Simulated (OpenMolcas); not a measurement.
# Zr²⁺ among point charges: CASSCF levels and susceptibility

How does a field of 6 point charges split the states of Zr²⁺, and what χT follows?

Program: OpenMolcas 26.06. Level of theory: state-averaged CASSCF, spin-orbit coupling by RASSI with atomic mean-field integrals. These are calculated values, not measurements, unless marked.

1 further run of the same task is left out (it didn't finish).

**1. What is computed**

| Property | Result |
| --- | --- |
| Species | Zr²⁺ (zirconium, Z = 40, 38 electrons) |
| Basis | ANO-RCC-VDZP [6s5p3d1f], 43 functions |
| Scalar Hamiltonian | DKH2, point nucleus |
| Inactive shells | 1s 2s 2p 3s 3p 3d 4s 4p |
| Active space | 2 electrons in 5 orbitals (4d) |
| Some configurations of this space | 4d² |
| Orbitals | optimised for each spin and parity, averaged over all roots |

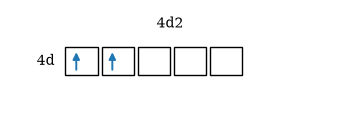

The shells outside the core, filled by Hund's rule for the drawing.

The ion sits among 6 point charges of -1 e arranged as a tetragonal octahedron (D4h), 2.15 Å from the ion, with the axial distance 2.257 Å. The active orbitals were held to one l.

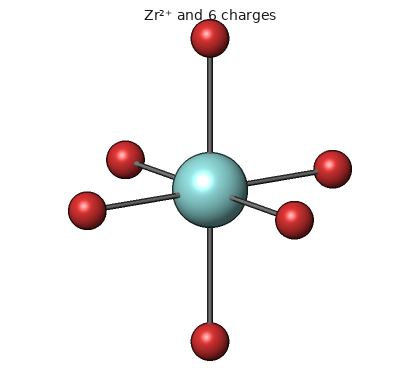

The ion and the point charges (red).

Each step is its own input file, run in one work folder so that later steps find the files of earlier ones. Labels, J, g values, rates, χT and fits are worked out afterwards by a script from the matrices that RASSI stores. The input lists half of the charges; inversion (Group=XYZ) makes the rest.

**2. One- and two-electron integrals**

The input, a.inp:

```
&GATEWAY
Coord
1

Zr 0.0 0.0 0.0
Basis=ANO-RCC-VDZP
Group=XYZ
NoMove
AngMom=0.0 0.0 0.0
AMFI
XField
3 Angstrom 0
2.150000 0.000000 0.000000 -1.000000
0.000000 2.150000 0.000000 -1.000000
0.000000 0.000000 2.257500 -1.000000
&SEWARD
```

Run with:

```
$ OMP_NUM_THREADS=1 MOLCAS_MEM=1689 MOLCAS_PROJECT=a pymolcas a.inp > a.log
```

Log:

```text
Basis set label: ZR.ANO-RCC...6S5P3D1F.

      Electronic valence basis set:
      ------------------
      Associated Effective Charge  40.000000 au
      Associated Actual Charge     40.000000 au
      Nuclear Model: Point charge

      Shell  nPrim  nBasis  Cartesian Spherical Contaminant
         s      21       6        X
         p      18       5        X
         d      13       3                 X
         f       6       1                 X
                  Relativistic Douglas-Kroll-Hess integrals:
                    - DKH order of Hamiltonian: 2
                    - DKH order of Properties : 0
                  Atomic mean-field integrals
```

**3. CASSCF: triplets of even parity, 10 roots**

The input, a.inp:

```
&RASSCF
FileOrb=start.orb
Symmetry=1
Spin=3
nActEl=2 0 0
Inactive=9 9
Ras2=5 0
CIRoot=10 10 1
SDav=10
CIMx=300
Iter=120 100
PrWF=0.3
OrbListing=Nothing
MaxOrb=0
SupSym
1
15 4 5 6 7 8 10 11 12 13 14 17 18 19 20 21
0
>>> COPY $Project.JobIph JOB001
```

start.orb holds the contracted functions of the basis, ordered by shell, or the orbitals of the step before.

Log, cut to the lines that bear on the results:

```text
[...]
      Number of active orbitals                  5
[...]
      Spin quantum number                      1.0
[...]
      Active orbitals                            5   0
[...]
      Number of CSFs                            10
      Number of root(s) required                10
[...]
      Convergence after  7 iterations
[...]
      Natural orbitals and occupation numbers for root  1
      sym 1:   0.030422   0.969578  -0.000000   0.969578   0.030422
      Natural orbitals and occupation numbers for root  2
      sym 1:   0.955618   0.955618   0.044382   0.044382  -0.000000
      Natural orbitals and occupation numbers for root  3
      sym 1:   0.955618   0.044382   0.000000   0.955618   0.044382
::    RASSCF root number  1 Total energy:  -3598.12596815
::    RASSCF root number  2 Total energy:  -3598.12227121
::    RASSCF root number  3 Total energy:  -3598.12227121
[...]
::    RASSCF root number  7 Total energy:  -3598.04290384
::    RASSCF root number  8 Total energy:  -3598.04290384
::    RASSCF root number  9 Total energy:  -3598.03152092
::    RASSCF root number 10 Total energy:  -3598.02181069
```

**4. CASSCF: singlets of even parity, 15 roots**

The input, a.inp:

```
&RASSCF
FileOrb=start.orb
Symmetry=1
Spin=1
nActEl=2 0 0
Inactive=9 9
Ras2=5 0
CIRoot=15 15 1
SDav=15
CIMx=300
Iter=120 100
PrWF=0.3
OrbListing=Nothing
MaxOrb=0
SupSym
1
15 4 5 6 7 8 10 11 12 13 14 17 18 19 20 21
0
>>> COPY $Project.JobIph JOB002
```

Log, cut to the lines that bear on the results:

```text
[...]
      Number of active orbitals                  5
[...]
      Spin quantum number                      0.0
[...]
      Active orbitals                            5   0
[...]
      Number of CSFs                            15
      Number of root(s) required                15
[...]
      Convergence after  7 iterations
[...]
      Natural orbitals and occupation numbers for root  1
      sym 1:   0.970905   0.029095  -0.000000   0.970905   0.029095
      Natural orbitals and occupation numbers for root  2
      sym 1:   0.992993  -0.000000   0.007007   0.992993   0.007007
      Natural orbitals and occupation numbers for root  3
      sym 1:   0.030139   0.969861   0.030139   0.969861   0.000000
::    RASSCF root number  1 Total energy:  -3598.08837768
::    RASSCF root number  2 Total energy:  -3598.08757759
::    RASSCF root number  3 Total energy:  -3598.08404180
[...]
::    RASSCF root number 12 Total energy:  -3598.01312186
::    RASSCF root number 13 Total energy:  -3597.97601436
::    RASSCF root number 14 Total energy:  -3597.97442406
::    RASSCF root number 15 Total energy:  -3597.91350763
```

**5. RASSI: spin-orbit coupling between the states**

The input, a.inp:

```
&RASSI
NrOfJobIphs=2 10 15
1 2 3 4 5 6 7 8 9 10
1 2 3 4 5 6 7 8 9 10 11 12 13 14 15
IphNames
JOB001
JOB002
EJob
SpinOrbit
DIPRint=1.0
SOCoupling=1000.0
Subsets=2
Property=9
'ANGMOM' 1 'ANGMOM' 2 'ANGMOM' 3 'MLTPL  1' 1 'MLTPL  1' 2 'MLTPL  1' 3
'AMFI' 1 'AMFI' 2 'AMFI' 3
SOProperty=3
'ANGMOM' 1 'ANGMOM' 2 'ANGMOM' 3
```

Run with:

```
$ OMP_NUM_THREADS=1 MOLCAS_MEM=1689 MOLCAS_PROJECT=a pymolcas a.inp > a.log
```

Log, cut to the lines that bear on the results:

```text
SPIN-FREE ENERGIES:
  (Shifted by EMIN (a.u.) =      -3598.1259681477)
 SF State       Relative EMIN(au)   Rel lowest level(eV)    D:o, cm**(-1)      L_eff
     1             0.0000000000        0.0000000000              0.0000         2.9
     2             0.0036969358        0.1005987469            811.3836         2.9
     3             0.0036969358        0.1005987469            811.3836         2.9
    11             0.0375904721        1.0228888559           8250.1550         2.9
    12             0.0383905547        1.0446602123           8425.7528         3.1
    13             0.0419263493        1.1408740847           9201.7701         2.9
    14             0.0419263493        1.1408740847           9201.7701         2.9
    15             0.0438019163        1.1919108618           9613.4094         3.1
     4             0.0471723007        1.2836236939          10353.1233         3.0
     5             0.0503519737        1.3701470042          11050.9809         2.9
[...]
Eigenvalues of complex Hamiltonian:
   -----------------------------------
  (Shifted by EMIN (a.u.) =      -3598.1259681477)
 SO State       Relative EMIN(au)   Rel lowest level(eV)    D:o, cm**(-1)     J-value
     1            -0.0007056272        0.0000000000              0.0000         2.7
     2            -0.0004406187        0.0072112483             58.1626         2.7
     3            -0.0004406187        0.0072112483             58.1626         2.7
     4             0.0023753834        0.0838385673            676.2036         2.0
     5             0.0025077345        0.0874400254            705.2514         2.1
     6             0.0039172660        0.1257953298           1014.6078         2.6
     7             0.0039172660        0.1257953298           1014.6078         2.6
     8             0.0046699013        0.1462755807           1179.7921         2.2
     9             0.0051635101        0.1597073614           1288.1267         2.7
    10             0.0371217371        1.0293350187           8302.1468         2.3
    11             0.0383384754        1.0624441546           8569.1900         2.5
[...]
```

These steps: 7.6 s of run time, 1 thread of Arm Neoverse N1, shared host.

Spin-free states, with their symmetry labels:

| state | degeneracy | E (cm-1) | free-ion L (%) |
| --- | --- | --- | --- |
| 3A2 | 1 | 0 | F (92) |
| 3E | 2 | 811 | F (94) |
| 1B2 | 1 | 8250 | D (60) |
| 1B1 | 1 | 8426 | D (51) |
| 1E | 2 | 9202 | D (60) |
| 1A1 | 1 | 9613 | D (51) |
| 3B2 | 1 | 10353 | F (100) |
| 3E | 2 | 11051 | F (98) |
| 1A1 | 1 | 18059 | G (72) |
| 3E | 2 | 18231 | P (92) |
| 1B2 | 1 | 20266 | G (60) |
| 1E | 2 | 20428 | G (73) |
| 3A2 | 1 | 20729 | P (92) |
| 1E | 2 | 22669 | G (87) |
| 3B1 | 1 | 22860 | F (100) |
| 1A2 | 1 | 24767 | G (100) |
| 1A1 | 1 | 32911 | G (50) |
| 1B1 | 1 | 33260 | G (51) |
| 1A1 | 1 | 46630 | S (70) |

With spin-orbit coupling:

| E (cm-1) | Degeneracy | Label | 2S+1 | g |
| --- | --- | --- | --- | --- |
| 0.0 | 1 | A1 | 3 |  |
| 58.2 | 2 | E | 3 | 0.00 0.00 3.56 |
| 676.2 | 1 | B1 | 3 |  |
| 705.3 | 1 | B2 | 3 |  |
| 1015 | 2 | E | 3 | 0.00 0.00 2.08 |
| 1180 | 1 | A2 | 3 |  |
| 1288 | 1 | A1 | 3 |  |
| 8302 | 1 | B2 | 1 |  |
| 8569 | 1 | B1 | 1 |  |
| 9206 | 2 | E | 1 | 0.00 0.00 1.07 |
| 9750 | 1 | A1 | 1 |  |
| 10498 | 1 | B1 | 3 |  |
| 10600 | 2 | E | 3 | 0.00 0.00 3.53 |
| 11169 | 1 | B1 | 3 |  |
| 11215 | 1 | B2 | 3 |  |
| 11253 | 2 | E | 3 | 0.00 0.00 0.80 |
| 11289 | 1 | A2 | 3 |  |
| 11307 | 1 | A1 | 3 |  |
| 17921 | 1 | A1 | 1 |  |
| 18256 | 1 | A2 | 3 |  |
| 18372 | 2 | E | 3 | 0.00 0.00 1.33 |
| 18499 | 1 | B2 | 3 |  |
| 18506 | 1 | A1 | 3 |  |
| 18535 | 1 | B1 | 3 |  |

Principal g values are given for doublets only; a zero marks a field direction without first-order Zeeman splitting.

Powder χT (cm³ K/mol): 0.02 at 2 K, 0.05 at 5 K, 0.09 at 10 K, 0.18 at 20 K, 0.39 at 50 K, 0.51 at 100 K, 0.57 at 150 K, 0.62 at 200 K, 0.67 at 250 K, 0.71 at 300 K.

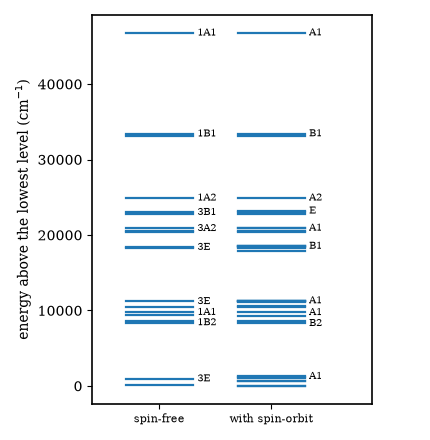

The states in the field without (left) and with (right) spin-orbit coupling.

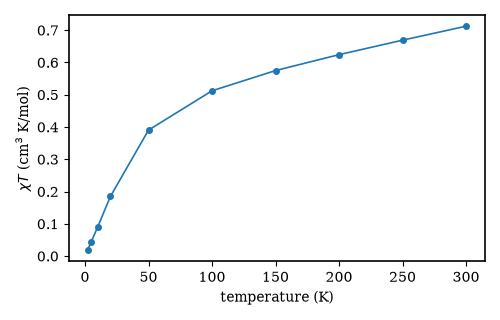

χT against temperature.

Orbitals of the lowest block (energies include the constant potential of the surroundings):

```
shell     space  energy (hartree)  mean occupation  ⟨r²⟩ (bohr²)
   1s  inactive         -664.0099            2.000       0.00182
   2s  inactive          -93.8901            2.000        0.0310
   2p  inactive          -83.4426            6.000        0.0245
   3s  inactive          -15.7910            2.000         0.238
   3p  inactive          -12.2809            6.000         0.246
   3d  inactive           -6.5010           10.000         0.245
   4s  inactive           -1.6027            2.000          1.69
   4p  inactive           -0.5957            6.000          2.14
   4d      RAS2                              2.000          5.55
```

**6. What came out**

| quantity | value |
| --- | --- |
| method | CASSCF |
| spin-free ground state | 3A2, 1-fold in its orbital part |
| first state of the same spin within the active space | 3E at 811 cm⁻¹ |
| lowest level | 1-fold A1 |
| next level | 58.2 cm⁻¹ |
| χT at 300 K | 0.71 cm³ K/mol |
| effective moment at 300 K | 2.39 μB |

**Reading.** The spin-free ground state (3A2) comes to 92 % from free-ion F terms and keeps the highest spin of the shell. χT at 300 K is 0.71, against 1.00 cm³ K/mol for the spin alone, so spin-orbit coupling lowers it. The field of point charges can differ much from that of real complexes. Point charges carry no covalency, so the field is a model and not that of real ligands.
